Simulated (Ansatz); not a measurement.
# H$_{7}$NSSi$_{2}$: what the fields show

```xyz
11

Si   -0.0482    0.3657   -0.4772
N     1.2330    1.2260    0.2735
S     0.4722   -1.0290   -2.0357
H     0.9054   -0.0960   -2.9010
H    -0.9278    1.4103   -1.0630
Si   -1.1283   -0.9519    1.1278
H     1.5941    2.0635   -0.1551
H     1.9591    0.7295    0.7652
H    -0.1156   -1.7587    1.8641
H    -2.1064   -1.8769    0.4972
H    -1.8376   -0.0825    2.1042
```

The reactant side of a reaction path; geometry: PBE0-D4/def2-TZVP.

Computed with RKS PBE0-D4/def2-TZVPP in Ansatz 0.2.0.

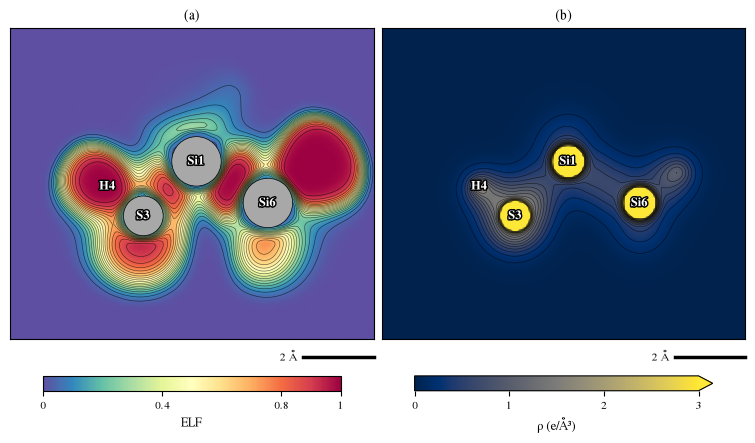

Figure 1. (a) ELF; (b) electron density on the plane of atoms S3, Si1 and Si6. Grey discs cover the atomic cores in the ELF map.

Q: What does the map show?

A:
- Atoms in the plane: Si, S and H.
- Si–S (2.16 Å): the density is about 0.81 e/Å³ at the midpoint; the ELF peaks at about 0.90 between the atoms (a covalent bond).
- Si–Si (2.34 Å): ρ is about 0.65 e/Å³ halfway; the ELF peaks at about 1 between the atoms: a shared electron pair.
- S–H (1.34 Å): ρ is about 1.5 e/Å³ halfway; the ELF climbs to about 1 towards the hydrogen, as it does in any bond to H.
- The ELF also peaks beside S3, away from the bonds: lone-pair regions.

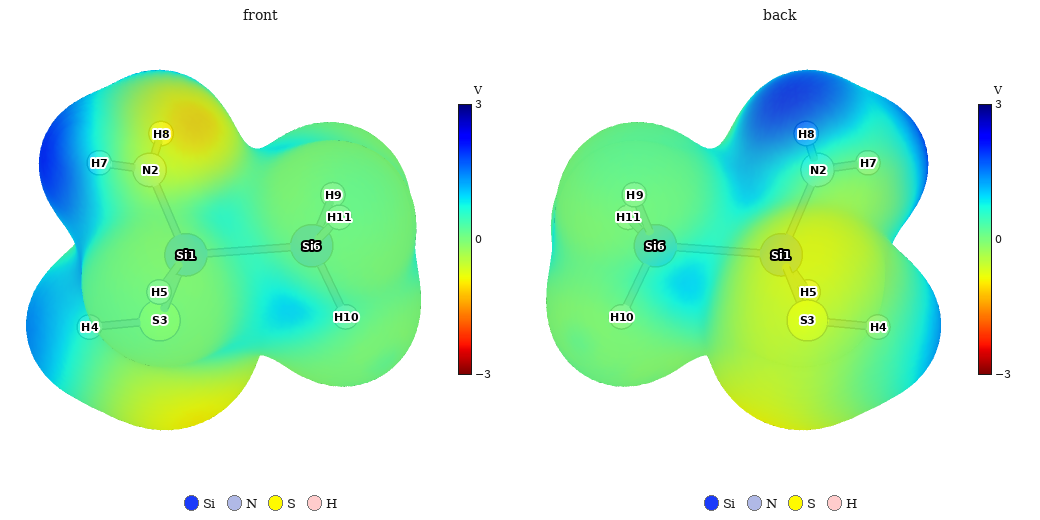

Figure 2. The electrostatic potential painted on the density surface at 0.002 e/bohr³, seen from the front and from behind; the colour scale runs from red (negative) to blue (positive).

Q: Where is the surface potential most negative and most positive?

A: The most negative region (about −1.0 V, or −23 kcal/mol for a unit charge) lies over N2, the most positive (about +2.0 V, or +46 kcal/mol for a unit charge) over H7 and H8.

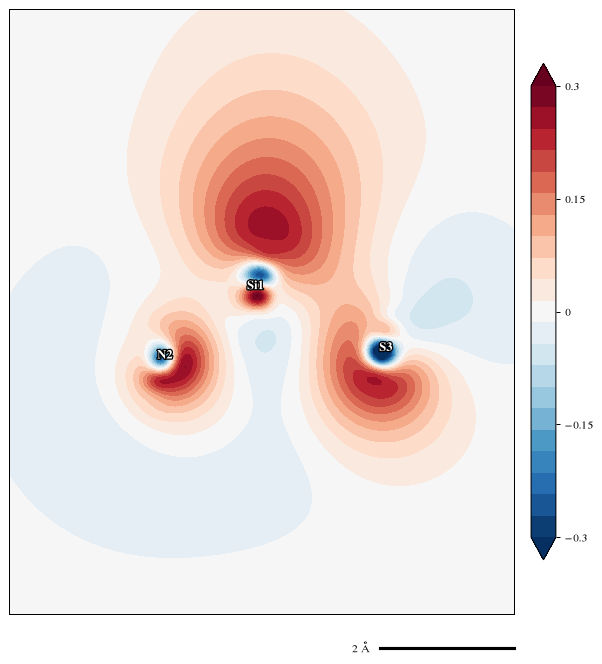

Figure 3. One frontier orbital on the plane of atoms N2, Si1 and S3 (values in Å⁻³ᐟ²; the overall sign is arbitrary).

Q: Which orbital is it: HOMO or LUMO?

A: The LUMO, at −0.22 eV. By Hirshfeld shares it lies mainly on Si1 (about 25 %), Si6 (about 25 %), S3 (about 15 %) and H4 (about 10 %).
